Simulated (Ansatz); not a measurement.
CH$_{5}$Al···H$_{2}$O

The calculation's input:

```
crystal:
  periodic: [false, false, false]
  atoms:
    - { symbol: Al, position_ang: [0.0, 0.0, 0.0] }
    - { symbol: C, position_ang: [0.0, 0.0, 2.32] }
    - { symbol: H, position_ang: [-0.9996, -0.3092, 2.6905] }
    - { symbol: H, position_ang: [0.7676, -0.7111, 2.6905] }
    - { symbol: H, position_ang: [0.232, 1.0203, 2.6905] }
    - { symbol: H, position_ang: [1.351, 0.0, -0.78] }
    - { symbol: H, position_ang: [-1.351, 0.0, -0.78] }
    - { symbol: O, position_ang: [-0.2664, -1.9558, 0.6559] }
    - { symbol: H, position_ang: [-0.6698, -2.5085, -0.087] }
    - { symbol: H, position_ang: [-0.1747, -1.283, 1.815] }
basis:
  gaussian: { orbitals: "6-31G*" }
hamiltonian:
  xc: pbe0
  dispersion: d4
relax:
  f_tol: 0.15
  max_steps: 25
  restrain:
    - { distance: [0, 7], at: 2.98, k: 30.0 }
    - { distance: [9, 1], at: 2.31, k: 30.0 }
    - { distance: [0, 1], at: 1.97, k: 30.0 }
    - { distance: [9, 7], at: 1.01, k: 30.0 }
output:
  orbitals: {}
```

Run with:

```sh
ansatz run input.yaml --threads 1 --pin off --max-ram 2048MiB --backend cpu --events-out ev --progress --plain --runs-dir out
```

The fields are those of the run's last geometry, not of the input's.

Not at a stationary point (largest force 1.0 eV/Å).

Computed with RKS PBE0-D4/6-31G* (Ansatz 0.2.0).

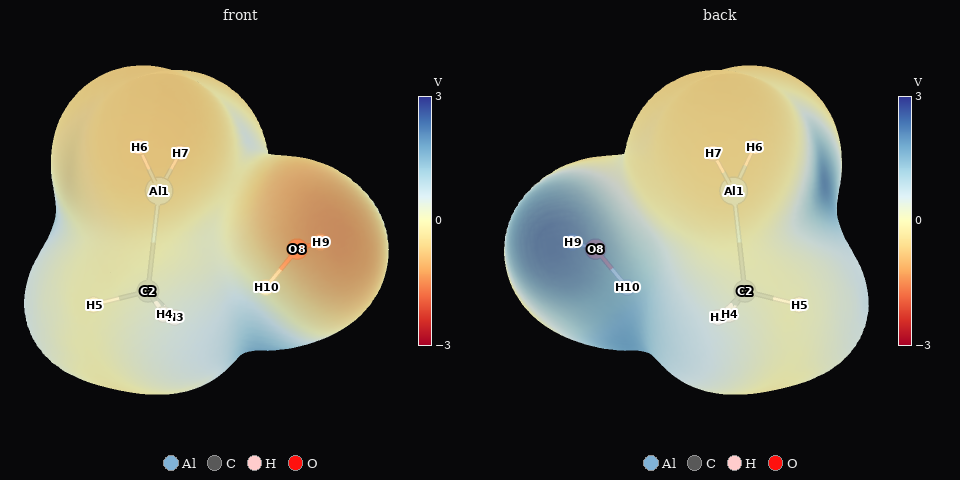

Figure 1. The molecular electrostatic potential painted on the density surface at 0.001 e/bohr³, seen from the front and from behind; red is negative and blue positive.

**Describe the electrostatic potential map.**

The most negative region (about −1.3 V) lies over O8, the most positive (about +2.2 V) over H9. O8 is the likeliest acceptor of a hydrogen bond.

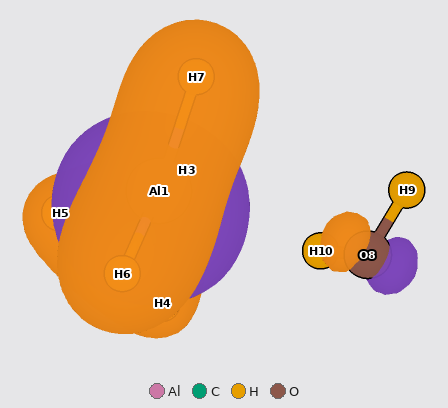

Figure 2. The HOMO at ±0.1 Å⁻³ᐟ² (orange and purple are the two phases), seen from one side.

**Where does this orbital lie, and at what energy?**

Its weight (Hirshfeld) is mainly on C2 (about 45 %), Al1 (about 25 %), H6 (about 10 %) and H7 (about 10 %). Its energy is −7.92 eV.

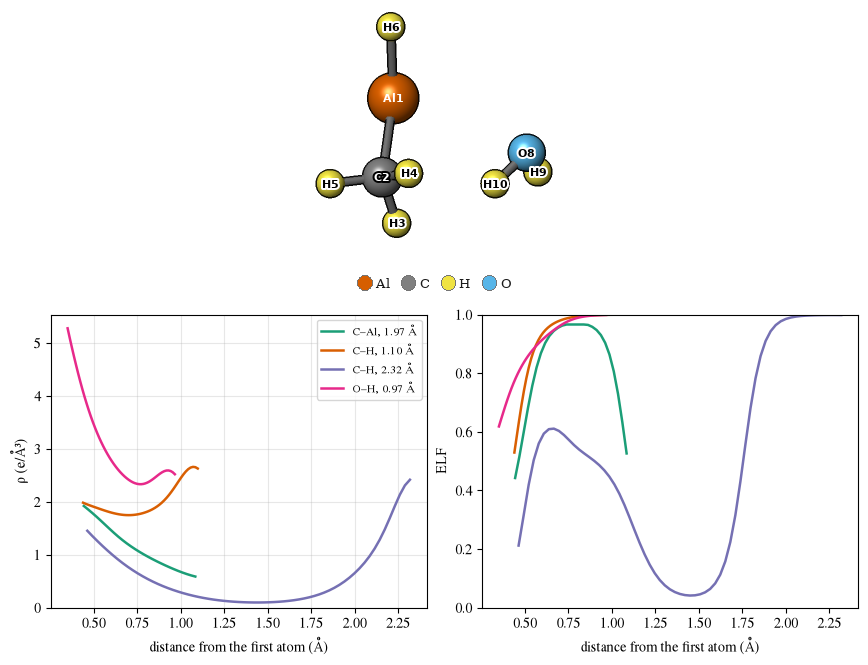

Figure 3. Electron density and electron localisation function along straight lines between neighbouring atoms. The curves leave out the atomic cores. The structure is drawn too.

**Compare the contacts.**

C–Al (1.97 Å): ρ is about 0.69 e/Å³ halfway; the ELF peaks at about 0.95 in the valence shell of C, 0.7 Å from its nucleus, and is about 0.85 at the midpoint.
C–H (1.10 Å): ρ at the midpoint is about 1.8 e/Å³; the ELF climbs to about 1 towards the hydrogen, as it does in any bond to H (a covalent bond by its length).
C2···H10 (2.32 Å): the density falls to about 0.1 e/Å³ on the way; the ELF dips to about 0.05 between them.
O–H (0.97 Å): the density is about 3.6 e/Å³ at the midpoint; the ELF climbs to about 1 towards the hydrogen; an ordinary covalent bond to hydrogen.
